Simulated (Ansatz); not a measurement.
Start from TiAl (space group P4/mmm, No. 123; a = 2.796 Å, c = 4.038 Å; relaxed with 0.1 eV smearing). Axes: x, y, z lie along a, b, c of the conventional cell.

Structures relaxed with PBEsol (Ansatz, a first-principles code), spin-orbit coupling left out.

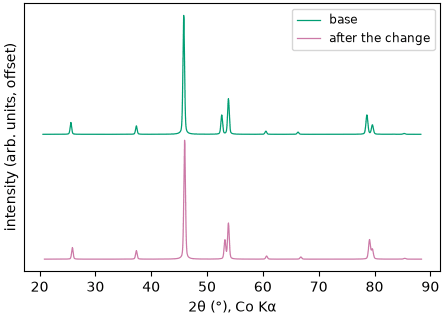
*Simulated powder patterns before (top) and after one change*

Which of these changes matches the shifts?
A) uniaxial strain ε_zz = +2.00 %
B) uniaxial strain ε_zz = −1.00 %
C) uniaxial strain ε_zz = +0.50 %
D) uniaxial strain ε_zz = +3.00 %

B, uniaxial strain ε_zz = −1.00 %. Its volume per atom is 15.63 Å³ against 15.79 Å³, and its space group is P4/mmm (No. 123).

Whether these cells are dynamically stable was not tested. The final runs are not spin-polarised.
